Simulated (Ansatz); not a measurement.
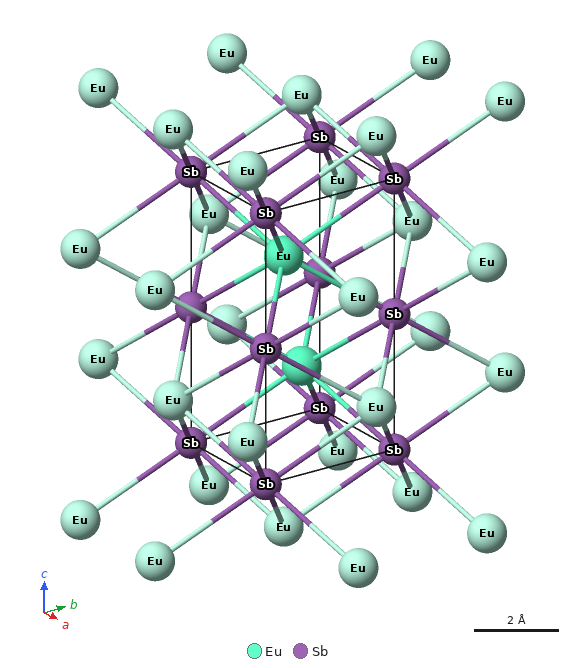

Crystal structure, ball-and-stick style, seen slightly off an axis. One conventional unit cell is outlined, and atoms on its boundary appear in each equivalent place. Bonded atoms from the next cells complete the picture, in fainter colours.

EuSb, nickel arsenide (NiAs) type, space group P6_3/mmc (No. 194), a = 4.908 Å, b = 4.908 Å, c = 6.623 Å, α = 90.00°, β = 90.00°, γ = 120.00°. The structure was taken from a structure type filled with these elements by a generator (whether the compound takes this form wasn't checked). Earlier steps of the study, as a rule a relaxation of our own, may have changed the cell and positions, so they can lie some per cent off the listed ones. It was run through Ansatz as a DFT input.

This one geometry was computed with Ansatz (DFT, plane waves, PAW) at three levels of theory: PBE, PBEsol and LDA.

Which level gives the highest pressure at this volume, and what does that say about its equilibrium volume?

Answer. Highest: PBE (0.0 GPa), which points to the largest equilibrium volume. Lowest, with the smallest volume: LDA (-3.7 GPa). Levels within 0.5 GPa of each other can't be told apart.

How does the band gap change with the level of theory?

Answer. All levels give a metal.

Collect the results in a table.

Answer.
| level | cutoff (eV) | k-mesh of the run's cell | gap (eV) | pressure (GPa) | absolute moment (μB/atom) |
| --- | --- | --- | --- | --- | --- |
| PBE | 420 | 8×8×6 | metal | 0.0 | 3.48 |
| PBEsol | 420 | 8×8×6 | metal | -2.2 | 3.48 |
| LDA | 420 | 8×8×6 | metal | -3.7 | 3.47 |

Gaps are taken on the k-mesh or band path of each run.
